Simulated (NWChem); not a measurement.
**One shape, several levels: H2S (hydrogen sulfide)**

Wanted: a comparison of 3 runs (BHLYP/aug-cc-pVTZ, M06-L/aug-cc-pVTZ, PBE0/aug-cc-pVTZ) of H2S (hydrogen sulfide). 

The calculation is run with NWChem 7.3.0.

### Step 1. The molecule

H2S has 3 atoms, charge 0, and is taken as a singlet. As SMILES, `S`. The S1–H3 distance was set to 1.744 Å, away from the relaxed value.

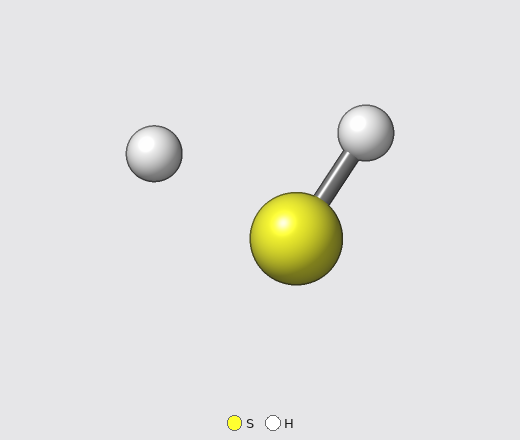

The structure, seen from a chosen angle (sulfur yellow, hydrogen white).

### Step 2. The energy at BHLYP/aug-cc-pVTZ (run 1)

Input file h2s.nw:

```
start h2s
title "H2S"
memory stack 880 mb heap 220 mb global 1100 mb
geometry noautosym nocenter noautoz
  S        0.822132      -0.149665       0.438938
  H        0.424532       1.128635       0.357438
  H       -0.593400      -0.717100      -0.406300
end
basis spherical bse
  * library aug-cc-pVTZ
end
dft
  xc bhlyp
  grid fine
  convergence energy 1e-08
  maxiter 100
  mulliken
  print medium
end
task dft energy
```

Run with:

```bash
nwchem h2s.nw > h2s.out
```

What it wrote:

```text
[...]
          Wavefunction type:  closed shell.
          No. of atoms     :     3
          No. of electrons :    18
[...]
          Charge           :     0
          Spin multiplicity:     1
[...]
          AO basis - number of functions:    96
[...]
              XC Information
              --------------
                        BHLYP Method XC Functional
                     Hartree-Fock (Exact) Exchange  0.500
                        Slater Exchange Functional  0.500 local
                    Becke 1988 Exchange Functional  0.500 non-local
              Lee-Yang-Parr Correlation Functional  1.000
[...]
 d= 0,ls=0.0,diis     1   -399.3379477229 -4.11D+02  3.58D-03  1.55D-01     4.6
[...]
 d= 0,ls=0.0,diis     8   -399.3607929263 -1.26D-09  3.77D-07  4.56D-09    22.9
         Total DFT energy =     -399.360792926323
      One electron energy =     -573.659900458301
           Coulomb energy =      189.185668507638
    Exchange-Corr. energy =      -26.291497983518
 Nuclear repulsion energy =       11.404937007857
[...]
      Total Density - Mulliken Population Analysis
     ---------------------------------------------
    Atom       Charge   Shell Charges
 -----------   ------   -------------------------------------------------------
    1 S   16    16.23   2.00  1.86  0.23  1.14  0.64  0.01  5.80  0.85  2.31  1.27  0.03  0.02  0.04  0.01  0.01  0.00
    2 H    1     0.87   0.24  0.47  0.08  0.00  0.01  0.04  0.01  0.00  0.01
    3 H    1     0.90   0.17  0.46  0.21  0.00  0.00  0.03  0.02  0.00  0.01
[...]
```

Wall time 24 s (1 thread of Intel Xeon Platinum 8259CL at 2.50GHz (Skylake/Cascade Lake), shared host); peak memory 0.11 GiB.

### Step 3. The energy at M06-L/aug-cc-pVTZ (run 2)

Input file geom.nw:

```
start geom
title "H2S energy"
memory 2200 mb
charge 0
geometry units au noautosym nocenter noautoz
 S      1.55360432    -0.28282586     0.82947261
 H      0.80224921     2.13281104     0.67545993
 H     -1.12136348    -1.35512260    -0.76779572
end
basis spherical bse
 S library aug-cc-pVTZ
 H library aug-cc-pVTZ
end
dft
 xc m06-l
 grid fine
 convergence energy 1e-08
 maxiter 100
 mulliken
end
task dft energy
```

Run with:

```bash
nwchem geom.nw > geom.out
```

What it wrote:

```text
[...]
          Wavefunction type:  closed shell.
          No. of atoms     :     3
          No. of electrons :    18
[...]
          Charge           :     0
          Spin multiplicity:     1
[...]
          AO basis - number of functions:    96
[...]
              XC Information
              --------------
                        M06-L Method XC Functional
                         M06-L Exchange Functional  1.000
                       M06-L Correlation Potential  1.000
[...]
 d= 0,ls=0.0,diis     1   -399.3431369997 -4.11D+02  4.51D-03  1.82D-01     4.0
[...]
 d= 0,ls=0.0,diis    11   -399.3623262856 -6.97D-10  1.04D-06  2.15D-09    32.8
         Total DFT energy =     -399.362326285567
      One electron energy =     -573.805924355389
           Coulomb energy =      189.353664433336
    Exchange-Corr. energy =      -26.315002563257
 Nuclear repulsion energy =       11.404936199742
[...]
      Total Density - Mulliken Population Analysis
     ---------------------------------------------
    Atom       Charge   Shell Charges
 -----------   ------   -------------------------------------------------------
    1 S   16    16.74   2.00  1.89  0.18  1.15  0.80  0.00  5.82  0.83  2.42  1.51  0.03  0.02  0.05  0.04  0.01  0.00
    2 H    1     0.53   0.25  0.43 -0.13 -0.00  0.01  0.02 -0.04  0.00  0.00
    3 H    1     0.72   0.17  0.48  0.05  0.00  0.00  0.01 -0.00  0.00  0.00
[...]
```

Wall time 34 s (1 thread of Intel Xeon Platinum 8259CL at 2.50GHz (Skylake/Cascade Lake), shared host); peak memory 0.11 GiB.

### Step 4. The energy at PBE0/aug-cc-pVTZ (run 3)

Input file h2s.xyz:

```xyz
3

S      0.822132    -0.149665     0.438938
H      0.424532     1.128635     0.357438
H     -0.593400    -0.717100    -0.406300
```

Input file run.py:

```python
from ase.io import read
from ase.calculators.nwchem import NWChem

system = read('h2s.xyz')

calc = NWChem(
    label='h2s',
    theory='dft',
    memory='2200 mb',
    basis='aug-cc-pVTZ',
    basispar='spherical bse',
    dft={'xc': 'pbe0', 'mult': '1', 'grid': 'fine', 'convergence': 'energy 1e-08', 'iterations': '100', 'mulliken': None},
    task='energy',
)
system.calc = calc

print(f"energy = {system.get_potential_energy():.6f} eV")
print("dipole (e A):", system.get_dipole_moment().round(4))
```

Run with:

```bash
export ASE_NWCHEM_COMMAND="nwchem PREFIX.nwi > PREFIX.nwo"
python run.py
```

What it wrote:

```text
energy = -10863.476301 eV
dipole (e A): [-0.1706  0.0987 -0.0837]
```

The calculator wrote h2s.nwi:

```
title "h2s"

permanent_dir h2s

scratch_dir h2s

start h2s

geometry units angstrom nocenter noautosym noautoz
  S  8.2213199999999997e-01 -1.4966499999999999e-01 4.3893799999999999e-01
  H  4.2453200000000002e-01 1.1286350000000001e+00 3.5743799999999998e-01
  H  -5.9340000000000004e-01 -7.1709999999999996e-01 -4.0629999999999999e-01
end

memory 2200 mb

basis spherical bse noprint
   * library aug-cc-pVTZ
end

dft
  xc pbe0
  mult 1
  grid fine
  convergence energy 1e-08
  iterations 100
  mulliken
end

task dft energy
```

h2s.nwo:

```text
Northwest Computational Chemistry Package (NWChem) 7.3.0
             --------------------------------------------------------

           Job information
           ---------------

    nwchem branch   = 7.3.0
    use scalapack   = T
    input           = h2s.nwi
    prefix          = h2s.
    data base       = h2s/h2s.db
    status          = startup
    nproc           =        1

           Memory information
           ------------------

    heap     =     72089596 doubles =      550.0 Mbytes
    stack    =     72089601 doubles =      550.0 Mbytes
    global   =    144179200 doubles =     1100.0 Mbytes (distinct from heap & stack)
    total    =    288358397 doubles =     2200.0 Mbytes
    verify   = yes
    hardfail = no

[... 72 lines left out ...]
  convergence criterion.
[... 18 lines left out ...]
          Convergence on density requested:  1.00D-05
[... 23 lines left out ...]
          Convergence Information
[... 56 lines left out ...]
   convergence    iter        energy       DeltaE   RMS-Dens  Diis-err    time
[... 13 lines left out ...]
           Coulomb energy =      189.170839009249
[... 7 lines left out ...]
                       DFT Final Molecular Orbital Analysis
[... 701 lines left out ...]
 center of mass
 --------------
 x =   1.45200476 y =  -0.24299229 z =   0.77754248

 moments of inertia (a.u.)
 ------------------
           9.489329943756          -1.199151097836          -4.243376372788
          -1.199151097836           9.933037675657          -1.421503367078
          -4.243376372788          -1.421503367078          14.415409339060

     Multipole analysis of the density
     ---------------------------------

     L   x y z        total         alpha         beta         nuclear
     -   - - -        -----         -----         ----         -------
     0   0 0 0     -0.000000     -9.000000     -9.000000     18.000000

     1   1 0 0     -0.322356    -12.430454    -12.430454     24.538553
[... 8 lines of this table left out ...]
     2   0 0 2    -12.120405    -12.087278    -12.087278     12.054152

 Task  times  cpu:       22.9s     wall:       22.9s
 Total times  cpu:       22.9s     wall:       22.9s
```

It took 24 s on 1 thread of Intel Xeon Platinum 8259CL at 2.50GHz (Skylake/Cascade Lake), shared host; peak memory 0.11 GiB.

### Step 5. Overview of the runs

```tsv
run	level	energy (Eh)	dipole moment (D)	HOMO energy (eV)	LUMO energy (eV)	wall time
1	BHLYP/aug-cc-pVTZ	-399.360793	1.01	-8.67	-1.02	24 s
2	M06-L/aug-cc-pVTZ	-399.362326	1.00	-6.38	-2.34	34 s
3	PBE0/aug-cc-pVTZ	-399.225394	1.03	-7.52	-1.86	24 s
```

### Step 6. Summary of results

```
            quantity          value
 run 3: total energy  -399.22539 Eh
run 3: dipole moment         1.03 D
  run 3: HOMO energy       -7.52 eV
  run 3: LUMO energy       -1.86 eV
run 3: HOMO–LUMO gap        5.66 eV
```

In words: The dipole moment (its size) runs from 1.00 D (M06-L/aug-cc-pVTZ) to 1.03 D (PBE0/aug-cc-pVTZ). The HOMO–LUMO gap runs from 4.04 eV (M06-L/aug-cc-pVTZ) to 7.65 eV (BHLYP/aug-cc-pVTZ). Totals of different functionals can't be ranked against each other. All runs together took 82 s, the longest 34 s.
